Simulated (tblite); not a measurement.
**C₄H₆N₃OSi: geometry relaxation (part 2 of 2)**

Continued. System: C₄H₆N₃OSi, multiplicity 2. Method: GFN2-xTB geometry optimisation, gas phase (tblite 0.8.0). It belongs to a series of runs on one base structure; here: H added to N.

Geometry of the input (Å):
```
N  4.2733  -0.6677  -0.2530
C  3.1276  -0.3665  -0.3661
C  1.7654  -0.0184  -0.4785
C  0.7323  -0.1039  0.4647
C  -0.4020  0.3646  -0.1591
Si -2.1698  0.5995  0.3097
N  -2.5784  -0.5237  1.5166
O  -0.0259  0.7266  -1.4383
N  1.3222  0.4793  -1.6370
H  4.7715  -0.4559  -1.1135
H  0.7942  -0.4781  1.4870
H  -2.4183  1.9386  0.8805
H  -3.0907  0.3262  -0.7996
H  -3.5393  -0.3627  1.7942
H  -2.5666  -1.4501  1.1158
```

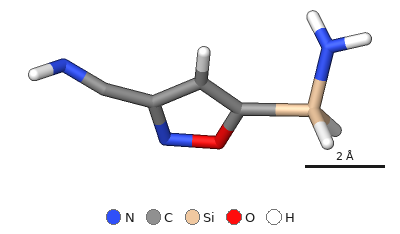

*The geometry at step 72 of the log (stick view, seen at a tilt).*

## Trajectory as extended XYZ, continued
```
15
Properties=species:S:1:pos:R:3:forces:R:3 step=42 energy=-709.31201
N     4.0712   -0.8638   -0.4798    0.0380  -0.0430  -0.0300
C     3.0341   -0.2393   -0.5594   -0.0300   0.0200  -0.0100
C     1.7135    0.0023   -0.7026   -0.0280  -0.0020   0.0440
C     0.7251   -0.0850    0.3483   -0.0250  -0.0050  -0.0120
C    -0.4287    0.3304   -0.2328   -0.0480   0.0540  -0.0280
Si   -2.2105    0.6193    0.2959   -0.0210   0.0300   0.0010
N    -2.5703   -0.5527    1.5043    0.0220   0.0220  -0.0120
O    -0.1814    0.6708   -1.5123   -0.0230  -0.0370  -0.0630
N     1.1312    0.4757   -1.8192    0.0170   0.0160   0.0040
H     4.9556   -0.4325   -0.2355    0.0600   0.0080   0.0380
H     0.8935   -0.4179    1.3492   -0.0270  -0.0230   0.0340
H    -2.3310    1.9175    0.9655    0.0060  -0.0330  -0.0100
H    -3.0071    0.5870   -0.9402    0.0220  -0.0110   0.0530
H    -3.4575   -0.4793    1.9740   -0.0060   0.0010   0.0330
H    -2.3423   -1.5245    1.3680    0.0430   0.0030  -0.0420
15
Properties=species:S:1:pos:R:3:forces:R:3 step=46 energy=-709.31455
N     4.0711   -0.8660   -0.4769    0.0420   0.0010  -0.0040
C     3.0314   -0.2452   -0.5565   -0.0760   0.0310   0.0130
C     1.7109    0.0060   -0.6986    0.0140  -0.0190  -0.0240
C     0.7148   -0.0792    0.3445   -0.0030  -0.0100   0.0020
C    -0.4346    0.3400   -0.2450    0.0200  -0.0540  -0.0120
Si   -2.2120    0.6202    0.2961    0.0140   0.0040  -0.0030
N    -2.5648   -0.5549    1.5017    0.0120   0.0090   0.0230
O    -0.1816    0.6683   -1.5267    0.0320   0.0130   0.0170
N     1.1354    0.4773   -1.8211    0.0060  -0.0140   0.0030
H     4.9542   -0.4330   -0.2234    0.0000  -0.0150   0.0080
H     0.8794   -0.4194    1.3454   -0.0560   0.0230  -0.0140
H    -2.3167    1.9136    0.9686   -0.0210   0.0390   0.0260
H    -3.0155    0.5855   -0.9296   -0.0290  -0.0010  -0.0200
H    -3.4487   -0.4801    1.9793    0.0400  -0.0370   0.0090
H    -2.3277   -1.5250    1.3655    0.0060   0.0280  -0.0230
15
Properties=species:S:1:pos:R:3:forces:R:3 step=49 energy=-709.31697
N     4.0653   -0.8629   -0.4666   -0.0570   0.0130   0.0020
C     3.0224   -0.2457   -0.5496    0.1370  -0.0380   0.0250
C     1.7044    0.0009   -0.7049    0.0040   0.0120   0.0000
C     0.7022   -0.0789    0.3324    0.0380  -0.0190  -0.0230
C    -0.4392    0.3447   -0.2650   -0.0520  -0.0430  -0.0100
Si   -2.2075    0.6217    0.2966   -0.0620   0.0600  -0.0150
N    -2.5467   -0.5553    1.5034    0.0610   0.0300   0.0030
O    -0.1791    0.6727   -1.5440    0.0030   0.0170  -0.0040
N     1.1387    0.4756   -1.8301    0.0080  -0.0110  -0.0260
H     4.9466   -0.4389   -0.1929   -0.0290   0.0120  -0.0070
H     0.8503   -0.4140    1.3355   -0.0130  -0.0100   0.0380
H    -2.2976    1.9117    0.9798   -0.0300   0.0320   0.0040
H    -3.0353    0.5834   -0.9137   -0.0120   0.0160  -0.0140
H    -3.4275   -0.4857    1.9857    0.0190  -0.0580   0.0230
H    -2.3012   -1.5211    1.3570   -0.0160  -0.0120   0.0030
15
Properties=species:S:1:pos:R:3:forces:R:3 step=52 energy=-709.31956
N     4.0634   -0.8628   -0.4597   -0.0350  -0.0250   0.0200
C     3.0209   -0.2463   -0.5426    0.0330  -0.0030   0.0100
C     1.7029   -0.0009   -0.7085   -0.0110  -0.0020   0.0220
C     0.6920   -0.0808    0.3210   -0.0170  -0.0210  -0.0070
C    -0.4473    0.3405   -0.2845   -0.0110   0.0240   0.0050
Si   -2.2110    0.6327    0.2957   -0.0060  -0.0050   0.0050
N    -2.5250   -0.5500    1.5067    0.0220  -0.0090  -0.0020
O    -0.1760    0.6731   -1.5606   -0.0160  -0.0130  -0.0030
N     1.1440    0.4727   -1.8382   -0.0030   0.0030   0.0110
H     4.9397   -0.4428   -0.1668    0.0020   0.0240  -0.0130
H     0.8197   -0.4120    1.3293    0.0330  -0.0150  -0.0050
H    -2.2908    1.9182    0.9913   -0.0270   0.0080  -0.0300
H    -3.0539    0.5843   -0.9036   -0.0130   0.0390  -0.0090
H    -3.4032   -0.5038    1.9977    0.0230   0.0090   0.0110
H    -2.2798   -1.5139    1.3462    0.0260  -0.0120  -0.0150
15
Properties=species:S:1:pos:R:3:forces:R:3 step=55 energy=-709.32081
N     4.0623   -0.8675   -0.4540    0.0270  -0.0110   0.0220
C     3.0232   -0.2465   -0.5388   -0.1370   0.0340  -0.0030
C     1.7034    0.0000   -0.7045    0.0020  -0.0240  -0.0240
C     0.6878   -0.0839    0.3194   -0.0130   0.0100   0.0320
C    -0.4509    0.3408   -0.2875    0.0260  -0.0170   0.0130
Si   -2.2148    0.6364    0.2955    0.0110  -0.0260  -0.0160
N    -2.5171   -0.5497    1.5075   -0.0050  -0.0150  -0.0130
O    -0.1763    0.6692   -1.5643    0.0210   0.0120   0.0270
N     1.1461    0.4726   -1.8363   -0.0070  -0.0090   0.0140
H     4.9379   -0.4400   -0.1688    0.0200  -0.0050  -0.0060
H     0.8185   -0.4166    1.3276    0.0050   0.0000  -0.0220
H    -2.2982    1.9238    0.9876   -0.0190  -0.0050  -0.0250
H    -3.0604    0.5916   -0.9038    0.0000   0.0290   0.0140
H    -3.3933   -0.5091    2.0038    0.0420   0.0170  -0.0010
H    -2.2725   -1.5133    1.3399    0.0270   0.0120  -0.0120
15
Properties=species:S:1:pos:R:3:forces:R:3 step=59 energy=-709.32318
N     4.0473   -0.8695   -0.4251    0.0060   0.0340   0.0040
C     3.0106   -0.2446   -0.5241    0.0320  -0.0440  -0.0170
C     1.6927   -0.0104   -0.7097   -0.0120   0.0150   0.0090
C     0.6706   -0.0910    0.3068    0.0150   0.0320   0.0140
C    -0.4597    0.3437   -0.3066   -0.0070  -0.0060   0.0070
Si   -2.2165    0.6415    0.2917    0.0000   0.0210  -0.0150
N    -2.4797   -0.5514    1.5052   -0.0010   0.0080  -0.0360
O    -0.1746    0.6736   -1.5799   -0.0230   0.0090   0.0040
N     1.1479    0.4682   -1.8436   -0.0160  -0.0020  -0.0120
H     4.9247   -0.4422   -0.1429   -0.0210  -0.0170   0.0040
H     0.7964   -0.4214    1.3148   -0.0030  -0.0250   0.0250
H    -2.2989    1.9291    0.9838   -0.0040  -0.0070  -0.0080
H    -3.0909    0.6118   -0.8862    0.0070  -0.0010  -0.0090
H    -3.3455   -0.5192    2.0189    0.0220  -0.0140   0.0160
H    -2.2288   -1.5101    1.3202    0.0050  -0.0030   0.0130
15
Properties=species:S:1:pos:R:3:forces:R:3 step=62 energy=-709.32404
N     4.0457   -0.8700   -0.4218    0.0210   0.0010   0.0040
C     3.0063   -0.2512   -0.5235    0.0080  -0.0110  -0.0010
C     1.6896   -0.0098   -0.7068    0.0080   0.0080  -0.0070
C     0.6665   -0.0870    0.3092    0.0040  -0.0160  -0.0060
C    -0.4633    0.3426   -0.3093    0.0150   0.0310   0.0170
Si   -2.2191    0.6449    0.2867    0.0050  -0.0030   0.0030
N    -2.4715   -0.5516    1.4974   -0.0080  -0.0150   0.0040
O    -0.1757    0.6743   -1.5814   -0.0140  -0.0110   0.0050
N     1.1470    0.4666   -1.8432   -0.0150   0.0060   0.0030
H     4.9220   -0.4417   -0.1376   -0.0260  -0.0070   0.0010
H     0.7895   -0.4261    1.3156   -0.0070   0.0040  -0.0010
H    -2.3022    1.9307    0.9787   -0.0020   0.0160   0.0120
H    -3.0969    0.6212   -0.8866   -0.0090  -0.0120  -0.0360
H    -3.3264   -0.5251    2.0286    0.0010   0.0110   0.0120
H    -2.2158   -1.5097    1.3174    0.0200  -0.0020  -0.0100
15
Properties=species:S:1:pos:R:3:forces:R:3 step=65 energy=-709.32443
N     4.0462   -0.8707   -0.4226   -0.0030  -0.0080   0.0030
C     3.0062   -0.2533   -0.5266   -0.0300  -0.0020   0.0030
C     1.6892   -0.0098   -0.7076    0.0030  -0.0050  -0.0110
C     0.6673   -0.0878    0.3102    0.0000  -0.0030  -0.0030
C    -0.4631    0.3447   -0.3056    0.0040   0.0060   0.0100
Si   -2.2206    0.6461    0.2852   -0.0170   0.0020  -0.0010
N    -2.4703   -0.5527    1.4944   -0.0010   0.0040  -0.0020
O    -0.1791    0.6732   -1.5790    0.0110   0.0040   0.0070
N     1.1431    0.4657   -1.8431    0.0070   0.0030  -0.0020
H     4.9195   -0.4418   -0.1325    0.0010   0.0030  -0.0010
H     0.7895   -0.4278    1.3166    0.0020   0.0100  -0.0090
H    -2.3070    1.9329    0.9774   -0.0010  -0.0030   0.0050
H    -3.0962    0.6246   -0.8929    0.0170  -0.0160   0.0020
H    -3.3200   -0.5256    2.0338    0.0050  -0.0030   0.0010
H    -2.2091   -1.5097    1.3156    0.0040   0.0060  -0.0040
15
Properties=species:S:1:pos:R:3:forces:R:3 step=68 energy=-709.32457
N     4.0442   -0.8711   -0.4200   -0.0170  -0.0100   0.0020
C     3.0035   -0.2550   -0.5262    0.0180  -0.0130   0.0000
C     1.6877   -0.0114   -0.7103   -0.0090  -0.0020   0.0080
C     0.6662   -0.0887    0.3081   -0.0060   0.0090   0.0020
C    -0.4633    0.3473   -0.3060   -0.0090   0.0020  -0.0120
Si   -2.2218    0.6471    0.2846    0.0110   0.0050   0.0030
N    -2.4669   -0.5528    1.4932    0.0030   0.0050   0.0010
O    -0.1792    0.6751   -1.5797   -0.0060   0.0160  -0.0060
N     1.1425    0.4658   -1.8451   -0.0020   0.0020   0.0000
H     4.9162   -0.4424   -0.1265    0.0030   0.0070   0.0000
H     0.7865   -0.4265    1.3150    0.0130  -0.0020   0.0020
H    -2.3059    1.9327    0.9790   -0.0070   0.0000   0.0020
H    -3.0971    0.6233   -0.8927    0.0080  -0.0120  -0.0060
H    -3.3141   -0.5268    2.0362    0.0000  -0.0080   0.0040
H    -2.2029   -1.5087    1.3137   -0.0010   0.0030  -0.0010
15
Properties=species:S:1:pos:R:3:forces:R:3 step=72 energy=-709.32488
N     4.0404   -0.8765   -0.4139    0.0040   0.0000  -0.0010
C     2.9995   -0.2624   -0.5272   -0.0010  -0.0040  -0.0050
C     1.6851   -0.0130   -0.7119    0.0020   0.0070   0.0000
C     0.6643   -0.0868    0.3071    0.0010   0.0020   0.0020
C    -0.4644    0.3529   -0.3061    0.0050   0.0060  -0.0030
Si   -2.2231    0.6504    0.2843    0.0100  -0.0080   0.0010
N    -2.4631   -0.5515    1.4915    0.0090  -0.0030   0.0120
O    -0.1797    0.6813   -1.5796    0.0000   0.0060  -0.0020
N     1.1412    0.4674   -1.8461   -0.0050  -0.0010   0.0000
H     4.9103   -0.4411   -0.1227    0.0000  -0.0080   0.0020
H     0.7891   -0.4263    1.3130   -0.0070   0.0020   0.0030
H    -2.3118    1.9343    0.9806   -0.0120   0.0030  -0.0050
H    -3.0925    0.6160   -0.8971   -0.0020   0.0010   0.0000
H    -3.3055   -0.5315    2.0422   -0.0030   0.0010  -0.0050
H    -2.1944   -1.5054    1.3092    0.0000  -0.0040   0.0010
15
Properties=species:S:1:pos:R:3:forces:R:3 step=75 energy=-709.32496
N     4.0399   -0.8774   -0.4133   -0.0020  -0.0020  -0.0030
C     2.9992   -0.2634   -0.5290   -0.0060  -0.0040   0.0010
C     1.6848   -0.0128   -0.7128    0.0020   0.0030  -0.0030
C     0.6646   -0.0864    0.3070    0.0060   0.0060  -0.0060
C    -0.4636    0.3546   -0.3061    0.0000   0.0040   0.0120
Si   -2.2217    0.6497    0.2849   -0.0190   0.0030   0.0040
N    -2.4612   -0.5515    1.4935    0.0070   0.0030   0.0000
O    -0.1801    0.6837   -1.5794    0.0070  -0.0070   0.0040
N     1.1400    0.4674   -1.8468    0.0120   0.0070  -0.0050
H     4.9094   -0.4422   -0.1207    0.0030  -0.0050   0.0010
H     0.7895   -0.4258    1.3131   -0.0080   0.0030  -0.0050
H    -2.3151    1.9344    0.9801   -0.0070  -0.0060  -0.0080
H    -3.0909    0.6144   -0.8975    0.0050  -0.0010   0.0100
H    -3.3056   -0.5316    2.0414    0.0030  -0.0020  -0.0070
H    -2.1937   -1.5053    1.3088   -0.0020  -0.0040   0.0070
15
Properties=species:S:1:pos:R:3:forces:R:3 step=78 energy=-709.32509
N     4.0379   -0.8810   -0.4107    0.0040  -0.0080  -0.0050
C     2.9966   -0.2693   -0.5310    0.0060   0.0040   0.0070
C     1.6842   -0.0117   -0.7143    0.0010  -0.0090  -0.0010
C     0.6642   -0.0838    0.3060    0.0020   0.0080  -0.0020
C    -0.4631    0.3603   -0.3061   -0.0020  -0.0010   0.0000
Si   -2.2220    0.6497    0.2857   -0.0020   0.0030   0.0000
N    -2.4547   -0.5514    1.4961   -0.0030  -0.0010  -0.0070
O    -0.1795    0.6886   -1.5798   -0.0020  -0.0010   0.0000
N     1.1401    0.4691   -1.8483    0.0020   0.0100   0.0040
H     4.9062   -0.4443   -0.1165    0.0000  -0.0050   0.0000
H     0.7866   -0.4241    1.3120    0.0020   0.0030  -0.0030
H    -2.3221    1.9347    0.9782   -0.0060   0.0010   0.0000
H    -3.0891    0.6105   -0.8973   -0.0070  -0.0050   0.0010
H    -3.3008   -0.5341    2.0415    0.0020   0.0010   0.0000
H    -2.1890   -1.5053    1.3079    0.0040  -0.0020   0.0060
15
Properties=species:S:1:pos:R:3:forces:R:3 step=81 energy=-709.32515
N     4.0381   -0.8832   -0.4117    0.0030  -0.0010  -0.0010
C     2.9965   -0.2715   -0.5300   -0.0010   0.0080  -0.0020
C     1.6844   -0.0119   -0.7136    0.0020   0.0060   0.0020
C     0.6642   -0.0816    0.3064   -0.0030  -0.0070   0.0030
C    -0.4632    0.3623   -0.3055    0.0030   0.0000  -0.0060
Si   -2.2229    0.6501    0.2856    0.0070  -0.0040  -0.0060
N    -2.4537   -0.5516    1.4956   -0.0050  -0.0020  -0.0020
O    -0.1790    0.6899   -1.5793    0.0040   0.0100  -0.0010
N     1.1411    0.4711   -1.8473   -0.0030  -0.0030   0.0030
H     4.9063   -0.4456   -0.1180   -0.0020  -0.0100   0.0000
H     0.7859   -0.4233    1.3119    0.0040   0.0030   0.0060
H    -2.3262    1.9353    0.9768   -0.0050   0.0010   0.0020
H    -3.0890    0.6084   -0.8978   -0.0090  -0.0040  -0.0010
H    -3.2992   -0.5347    2.0418   -0.0020   0.0020   0.0020
H    -2.1877   -1.5056    1.3084    0.0060   0.0010   0.0020
15
Properties=species:S:1:pos:R:3:forces:R:3 step=85 energy=-709.32529
N     4.0374   -0.8879   -0.4148   -0.0280   0.0100   0.0000
C     2.9967   -0.2733   -0.5291    0.0150  -0.0030  -0.0070
C     1.6849   -0.0111   -0.7129   -0.0030   0.0110   0.0070
C     0.6641   -0.0793    0.3068    0.0030  -0.0040  -0.0030
C    -0.4619    0.3678   -0.3055   -0.0070   0.0030   0.0080
Si   -2.2228    0.6495    0.2845   -0.0170   0.0010   0.0000
N    -2.4514   -0.5524    1.4950    0.0010   0.0080   0.0000
O    -0.1767    0.6974   -1.5783    0.0080  -0.0040   0.0030
N     1.1426    0.4749   -1.8459    0.0140   0.0000  -0.0050
H     4.9063   -0.4539   -0.1185    0.0020  -0.0070  -0.0020
H     0.7848   -0.4191    1.3131    0.0020  -0.0030   0.0010
H    -2.3381    1.9356    0.9740    0.0060  -0.0120  -0.0050
H    -3.0914    0.6007   -0.8974    0.0010  -0.0020  -0.0020
H    -3.2969   -0.5347    2.0411    0.0010  -0.0060   0.0020
H    -2.1820   -1.5062    1.3114    0.0020   0.0070   0.0020
15
Properties=species:S:1:pos:R:3:forces:R:3 step=88 energy=-709.32540
N     4.0347   -0.8920   -0.4139   -0.0050   0.0000   0.0000
C     2.9962   -0.2746   -0.5296    0.0100   0.0050   0.0040
C     1.6854   -0.0079   -0.7123   -0.0020  -0.0060  -0.0010
C     0.6637   -0.0775    0.3064    0.0020   0.0100   0.0030
C    -0.4616    0.3721   -0.3058   -0.0030  -0.0010   0.0000
Si   -2.2247    0.6496    0.2831    0.0020  -0.0080  -0.0040
N    -2.4497   -0.5520    1.4940    0.0050   0.0030   0.0090
O    -0.1745    0.7023   -1.5784   -0.0070  -0.0020   0.0020
N     1.1448    0.4783   -1.8458   -0.0060   0.0090   0.0070
H     4.9053   -0.4610   -0.1177   -0.0020  -0.0070  -0.0030
H     0.7852   -0.4175    1.3126   -0.0030  -0.0030  -0.0030
H    -2.3457    1.9350    0.9721    0.0080  -0.0040  -0.0040
H    -3.0943    0.5951   -0.8974    0.0010   0.0000  -0.0100
H    -3.2936   -0.5368    2.0427   -0.0010  -0.0030  -0.0010
H    -2.1755   -1.5049    1.3136    0.0030   0.0060  -0.0020
15
Properties=species:S:1:pos:R:3:forces:R:3 step=91 energy=-709.32553
N     4.0306   -0.8967   -0.4119    0.0240  -0.0150   0.0000
C     2.9967   -0.2727   -0.5300   -0.0270   0.0190   0.0080
C     1.6857   -0.0047   -0.7129    0.0020   0.0090  -0.0020
C     0.6642   -0.0735    0.3058   -0.0070  -0.0040   0.0030
C    -0.4617    0.3761   -0.3058    0.0050  -0.0090  -0.0050
Si   -2.2269    0.6481    0.2810    0.0090  -0.0040  -0.0030
N    -2.4465   -0.5505    1.4958    0.0050  -0.0020   0.0060
O    -0.1740    0.7068   -1.5783   -0.0070   0.0090   0.0000
N     1.1457    0.4842   -1.8454   -0.0140   0.0000   0.0030
H     4.9042   -0.4718   -0.1157   -0.0050  -0.0050  -0.0030
H     0.7859   -0.4172    1.3106   -0.0040   0.0010   0.0060
H    -2.3526    1.9330    0.9691    0.0070   0.0070  -0.0040
H    -3.0975    0.5889   -0.8988    0.0070  -0.0030  -0.0060
H    -3.2910   -0.5400    2.0438   -0.0010   0.0020  -0.0020
H    -2.1673   -1.5020    1.3163    0.0050  -0.0040   0.0000
15
Properties=species:S:1:pos:R:3:forces:R:3 step=94 energy=-709.32569
N     4.0266   -0.9031   -0.4158   -0.0110  -0.0050  -0.0010
C     2.9965   -0.2706   -0.5272   -0.0060   0.0040  -0.0010
C     1.6856   -0.0006   -0.7107   -0.0020   0.0150   0.0060
C     0.6633   -0.0693    0.3074   -0.0020  -0.0100  -0.0050
C    -0.4615    0.3818   -0.3050   -0.0040  -0.0080   0.0040
Si   -2.2287    0.6449    0.2775   -0.0080   0.0110   0.0110
N    -2.4411   -0.5491    1.4987    0.0020  -0.0020  -0.0080
O    -0.1727    0.7163   -1.5759    0.0010  -0.0050   0.0010
N     1.1465    0.4919   -1.8421    0.0090   0.0040  -0.0070
H     4.9039   -0.4872   -0.1184   -0.0010   0.0020  -0.0010
H     0.7833   -0.4140    1.3121   -0.0040  -0.0020   0.0030
H    -2.3624    1.9306    0.9627    0.0050   0.0080  -0.0080
H    -3.0987    0.5779   -0.9031    0.0150  -0.0050   0.0030
H    -3.2879   -0.5422    2.0433    0.0030   0.0000  -0.0030
H    -2.1572   -1.4994    1.3199    0.0030  -0.0080   0.0070
15
Properties=species:S:1:pos:R:3:forces:R:3 step=98 energy=-709.32589
N     4.0212   -0.9100   -0.4200   -0.0120   0.0170   0.0020
C     2.9951   -0.2690   -0.5232    0.0240  -0.0050  -0.0050
C     1.6854    0.0073   -0.7053   -0.0020  -0.0110  -0.0040
C     0.6612   -0.0664    0.3101    0.0020  -0.0010   0.0030
C    -0.4628    0.3849   -0.3035   -0.0010  -0.0010  -0.0070
Si   -2.2320    0.6438    0.2750    0.0150  -0.0050  -0.0010
N    -2.4374   -0.5486    1.4989   -0.0050  -0.0060  -0.0010
O    -0.1714    0.7231   -1.5730   -0.0010   0.0000  -0.0010
N     1.1490    0.5014   -1.8372   -0.0060   0.0070   0.0120
H     4.9032   -0.5009   -0.1263   -0.0120  -0.0050   0.0000
H     0.7802   -0.4128    1.3144   -0.0060  -0.0020  -0.0020
H    -2.3697    1.9318    0.9541   -0.0020   0.0100  -0.0030
H    -3.0956    0.5665   -0.9093    0.0050  -0.0020   0.0060
H    -3.2838   -0.5453    2.0441    0.0000   0.0010  -0.0010
H    -2.1471   -1.4979    1.3246    0.0030   0.0020   0.0030
15
Properties=species:S:1:pos:R:3:forces:R:3 step=101 energy=-709.32600
N     4.0140   -0.9152   -0.4168    0.0090   0.0020  -0.0020
C     2.9948   -0.2644   -0.5240   -0.0050   0.0020   0.0030
C     1.6849    0.0121   -0.7074    0.0010  -0.0030  -0.0020
C     0.6607   -0.0642    0.3078   -0.0010  -0.0020   0.0000
C    -0.4633    0.3874   -0.3054    0.0030   0.0020  -0.0010
Si   -2.2318    0.6426    0.2746    0.0020  -0.0020  -0.0010
N    -2.4324   -0.5484    1.5003   -0.0020   0.0010   0.0030
O    -0.1720    0.7293   -1.5736    0.0020   0.0050   0.0000
N     1.1488    0.5104   -1.8372   -0.0020  -0.0020   0.0010
H     4.8991   -0.5152   -0.1206   -0.0050   0.0000   0.0010
H     0.7780   -0.4122    1.3117    0.0000  -0.0050  -0.0010
H    -2.3758    1.9330    0.9488    0.0010   0.0020  -0.0050
H    -3.0954    0.5574   -0.9090   -0.0010   0.0000   0.0010
H    -3.2796   -0.5486    2.0440   -0.0030  -0.0020   0.0020
H    -2.1344   -1.4960    1.3301    0.0010   0.0020   0.0020
```

## Results in brief

| quantity | value |
| --- | --- |
| outcome | converged |
| total energy | −709.3260 eV |
| hardware | 1 CPU thread, shared host |
| wall time | 0.76 s |
| peak memory | 0.18 GiB |
